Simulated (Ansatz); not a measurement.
**GeH (doublet): one geometry, many settings**

What do other methods and options give for GeH (doublet) at this geometry, and how long do they take?

Program: Ansatz 0.2.0, Gaussian basis. Level of theory: the settings change from run to run. These are calculated values, not measurements.

11 further runs of the same task are left out: 2 that didn't finish, 9 set aside as unsound or not needed.

## Step 1: The geometry

The geometry is a PBE0/def2-TZVP stationary point (not a proven minimum). No spin-orbit coupling is included. The filled d shell of Ge may be among the frozen orbitals whatever the setting's name suggests; the logs give the count.

2 atoms, charge 0, spin multiplicity 2.

Atoms are counted from 1 here; the program's logs count them from 0.

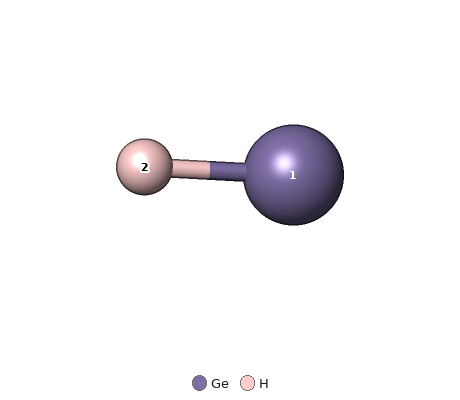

The geometry (germanium purple, hydrogen pink); atoms are numbered from 1 in the order of the file.

## Step 2: HF/cc-pVTZ

in.yaml

```yaml
crystal:
  periodic: [false, false, false]
  atoms:
    - {symbol: Ge, position_ang: [0.000000, 0.000000, 0.000000]}
    - {symbol: H, position_ang: [0.000000, 0.000000, 1.601240]}
basis:
  gaussian: {orbitals: cc-pVTZ}
magnetization: {spin_polarized: true, initial_magnetization: 1}
hamiltonian: {xc: hf}
output: {forces: true, orbitals: {seedname: orbitals}}
```

Launch:

```
$ ansatz run in.yaml --threads 1 --pin off --events-out ev --progress --plain --max-ram 2393MiB
```

The program printed:

```text
Functional definition: HF
  name "HF"
  cite "Fock, Z. Phys. 61, 126 (1930) doi:10.1007/BF01340294"
  parent pbe
  exchange = exact_x
  correlation = 0
358 factors; integrals over basis functions are off by at most 1.0e-3 eV
mean field evaluation 1: about -56488.6652 eV, gradient 5.2e0 eV
mean field evaluation 2: about -56488.6653 eV, gradient 5.2e0 eV
mean field evaluation 4: about -56489.0322 eV, gradient 7.6e-1 eV
mean field evaluation 8: about -56489.0379 eV, gradient 9.9e-4 eV
mean field evaluation 16: about -56488.9905 eV, gradient 4.9e-1 eV
mean field evaluation 32: about -56488.9877 eV, gradient 1.9e0 eV
mean field -56489.03791268 eV, -2075.9338536460 hartree, gradient 1.3e-5 eV, S^2 0.764576; 0 other end points of the search recorded, 0 dependent functions left out
the calculation of the forces begins
reference -56489.03791268 eV, -2075.9338536460 hartree; 17, 16 occupied and 40, 41 virtual orbitals, 358 factors
Total energy: -56489.03791268 eV, -2075.9338536460 hartree
Atom 0 at     0.000000     0.000000     0.000000 Å, force    -0.000000    -0.000000     0.181018 eV/Å
Atom 1 at     0.000000     0.000000     1.601240 Å, force     0.000000     0.000000    -0.181018 eV/Å
Dipole moment:    -0.000000    -0.000000     0.002302 e Å
```

Wall time 0.51 s (1 thread of Intel Xeon 6975P-C, shared host).

From the report: ⟨S²⟩ of the determinant 0.765 (pure doublet: 0.75).

## Step 3: MP2 on UHF/cc-pVTZ

Changes to in.yaml since step 2:

```diff
@@ -8,3 +8,2 @@
 magnetization: {spin_polarized: true, initial_magnetization: 1}
-hamiltonian: {xc: hf}
-output: {forces: true, orbitals: {seedname: orbitals}}
+correlation: {method: mp2, electrons: outside_noble_gas}
```

The command is unchanged.

The program printed (excerpt; [...] marks lines left out):

```text
Functional definition: HF
  name "HF"
  cite "Fock, Z. Phys. 61, 126 (1930) doi:10.1007/BF01340294"
  parent pbe
[...]
358 factors; integrals over basis functions are off by at most 1.0e-3 eV
[...]
mean field -56489.03791268 eV, -2075.9338536460 hartree, gradient 3.7e-6 eV, S^2 0.764576; 4 other end points of the search recorded, 0 dependent functions left out
14 core orbitals not correlated: weight in the atoms' cores, before any rotation towards them, 1.000 or more for the frozen orbitals, at most 0.000 for the correlated occupied ones
reference -56489.03791268 eV, -2075.9338536460 hartree; 3, 2 occupied and 40, 41 virtual orbitals, 358 factors
second order -2.05313453 eV of doubles, -0.00000000 eV of singles
Total energy: -56491.09104721 eV, -2076.0093049482 hartree
```

Run time: 0.54 s. Hardware: 1 thread of Intel Xeon 6975P-C, shared host.

From the report: ⟨S²⟩ of the determinant 0.765 (pure doublet: 0.75).

## Step 4: CCSD(T) on UHF/cc-pVTZ

Changes to in.yaml since step 3:

```diff
@@ -8,2 +8,3 @@
 magnetization: {spin_polarized: true, initial_magnetization: 1}
-correlation: {method: mp2, electrons: outside_noble_gas}
+correlation: {method: ccsd_t, electrons: valence}
+output: {forces: true}
```

Launched as before.

The program printed (excerpt; [...] marks lines left out):

```text
Functional definition: HF
  name "HF"
  cite "Fock, Z. Phys. 61, 126 (1930) doi:10.1007/BF01340294"
  parent pbe
[...]
358 factors; integrals over basis functions are off by at most 1.0e-3 eV
[...]
mean field -56489.03791268 eV, -2075.9338536460 hartree, gradient 3.7e-6 eV, S^2 0.764576; 6 other end points of the search recorded, 0 dependent functions left out
determinant -56489.03791268 eV, -2075.9338536460 hartree, with singles and doubles -56493.56407463 eV, -2076.1001870297 hartree
determinant -56486.77139424 eV, -2075.8505606294 hartree, with singles and doubles -56490.97156747 eV, -2076.0049141487 hartree
determinant -56486.75779598 eV, -2075.8500609028 hartree, with singles and doubles -56491.04719539 eV, -2076.0076934236 hartree
9 core orbitals not correlated: weight in the atoms' cores, before any rotation towards them, 1.000 or more for the frozen orbitals, at most 0.000 for the correlated occupied ones
reference -56489.03791268 eV, -2075.9338536460 hartree; 8, 7 occupied and 40, 41 virtual orbitals, 358 factors
second order -4.02597640 eV of doubles, -0.00000000 eV of singles
cycle   1  -4.52599618 eV  change    1.7e-4 eV  update   2.4e-4
[...]
cycle   8  -4.52598393 eV  change    1.8e-7 eV  update   1.1e-7
perturbative correction -0.18364752 eV, -0.0067489217 hartree
[...]
Total energy: -56493.74754413 eV, -2076.1069294093 hartree
Atom 0 at     0.000000     0.000000     0.000000 Å, force     0.000000    -0.000000     0.205940 eV/Å
Atom 1 at     0.000000     0.000000     1.601240 Å, force     0.000000     0.000000    -0.205940 eV/Å
Dipole moment:    -0.000000    -0.000000    -0.008816 e Å
```

Wall time 6 s (1 thread of Intel Xeon 6975P-C, shared host).

From the report: ⟨S²⟩ of the determinant 0.765 (pure doublet: 0.75); correlation -4.7096 eV; T1 0.012; largest double amplitude 0.06.

## Step 5: CCSD(T) on UHF/cc-pVTZ

Changes to in.yaml since step 4:

```diff
@@ -9,2 +9 @@
 correlation: {method: ccsd_t, electrons: valence}
-output: {forces: true}
```

Same command.

The program printed (excerpt; [...] marks lines left out):

```text
Functional definition: HF
  name "HF"
  cite "Fock, Z. Phys. 61, 126 (1930) doi:10.1007/BF01340294"
  parent pbe
[...]
358 factors; integrals over basis functions are off by at most 1.0e-3 eV
[...]
mean field -56489.03791268 eV, -2075.9338536460 hartree, gradient 3.7e-6 eV, S^2 0.764576; 6 other end points of the search recorded, 0 dependent functions left out
determinant -56489.03791268 eV, -2075.9338536460 hartree, with singles and doubles -56493.56407463 eV, -2076.1001870297 hartree
determinant -56486.77139424 eV, -2075.8505606294 hartree, with singles and doubles -56490.97156747 eV, -2076.0049141487 hartree
determinant -56486.75779598 eV, -2075.8500609028 hartree, with singles and doubles -56491.04719539 eV, -2076.0076934236 hartree
9 core orbitals not correlated: weight in the atoms' cores, before any rotation towards them, 1.000 or more for the frozen orbitals, at most 0.000 for the correlated occupied ones
reference -56489.03791268 eV, -2075.9338536460 hartree; 8, 7 occupied and 40, 41 virtual orbitals, 358 factors
second order -4.02597640 eV of doubles, -0.00000000 eV of singles
cycle   1  -4.52599617 eV  change    1.7e-4 eV  update   2.4e-4
[...]
cycle   5  -4.52598259 eV  change   -1.6e-5 eV  update   2.5e-6
perturbative correction -0.18364745 eV, -0.0067489193 hartree
Total energy: -56493.74754272 eV, -2076.1069293576 hartree
```

Wall time 2.7 s (1 thread of Intel Xeon 6975P-C, shared host).

From the report: ⟨S²⟩ of the determinant 0.765 (pure doublet: 0.75); correlation -4.7096 eV; T1 0.012; largest double amplitude 0.06.

## Step 6: BCCD on UHF/cc-pVTZ

Changes to in.yaml since step 5:

```diff
@@ -8,2 +8,4 @@
 magnetization: {spin_polarized: true, initial_magnetization: 1}
-correlation: {method: ccsd_t, electrons: valence}
+correlation: {method: bccd, electrons: valence}
+accuracy: high
+output: {forces: true}
```

Launched as before.

The program printed (excerpt; [...] marks lines left out):

```text
Functional definition: HF
  name "HF"
  cite "Fock, Z. Phys. 61, 126 (1930) doi:10.1007/BF01340294"
  parent pbe
[...]
722 factors; integrals over basis functions are off by at most 4.2e-9 eV
[...]
mean field -56489.03792381 eV, -2075.9338540550 hartree, gradient 1.8e-8 eV, S^2 0.764576; 6 other end points of the search recorded, 0 dependent functions left out
determinant -56489.03792381 eV, -2075.9338540550 hartree, with singles and doubles -56493.56408481 eV, -2076.1001874036 hartree
determinant -56486.77140409 eV, -2075.8505609915 hartree, with singles and doubles -56490.97157692 eV, -2076.0049144961 hartree
determinant -56486.75780944 eV, -2075.8500613971 hartree, with singles and doubles -56491.04720937 eV, -2076.0076939373 hartree
9 core orbitals not correlated: weight in the atoms' cores, before any rotation towards them, 1.000 or more for the frozen orbitals, at most 0.000 for the correlated occupied ones
reference -56489.03792381 eV, -2075.9338540550 hartree; 8, 7 occupied and 40, 41 virtual orbitals, 722 factors
second order -4.02599115 eV of doubles, -0.00000000 eV of singles
cycle   1  -4.50920754 eV  change    1.7e-2 eV  update   3.7e-3
[...]
cycle  18  -4.50552106 eV  change   -1.8e-9 eV  update  6.7e-10
[...]
Total energy: -56493.54344487 eV, -2076.0994289000 hartree
Atom 0 at     0.000000     0.000000     0.000000 Å, force    -0.000000    -0.000000     0.224664 eV/Å
Atom 1 at     0.000000     0.000000     1.601240 Å, force     0.000000     0.000000    -0.224664 eV/Å
Dipole moment:     0.000000     0.000000    -0.008537 e Å
```

It took 12 s on 1 thread of Intel Xeon 6975P-C, shared host; peak memory 0.39 GiB.

From the report: ⟨S²⟩ of the determinant 0.765 (pure doublet: 0.75); correlation -4.5055 eV; largest double amplitude 0.06.

## Step 7: All runs side by side

Where basis and cores are those of an earlier FCI/cc-pVTZ run (-56491.7442 eV), and the state is the same kind, the miss against it is given.

```csv
level,correlated,functions,energy (eV),from FCI (meV),time
HF/cc-pVTZ,,57,-56489.0379,2706.3,0.51 s
MP2 on UHF/cc-pVTZ,outside noble gas,57,-56491.0910,653.2,0.54 s
CCSD(T) on UHF/cc-pVTZ,valence,57,-56493.7475,,6 s
CCSD(T) on UHF/cc-pVTZ,valence,57,-56493.7475,,2.7 s
BCCD on UHF/cc-pVTZ,valence,57,-56493.5434,,12 s
```

## Step 8: What came out

| quantity | value |
| --- | --- |
| runs | 5 |
| quickest | HF/cc-pVTZ, 0.51 s |
| slowest | BCCD on UHF/cc-pVTZ, 12 s |

Total energies in different bases, with other cores or another treatment of relativity can't be set against each other. BCCD on UHF/cc-pVTZ took 24 times as long as HF/cc-pVTZ; the jobs differ in more than the method. Hartree-Fock, CASSCF and CASCI lack dynamic correlation by design.
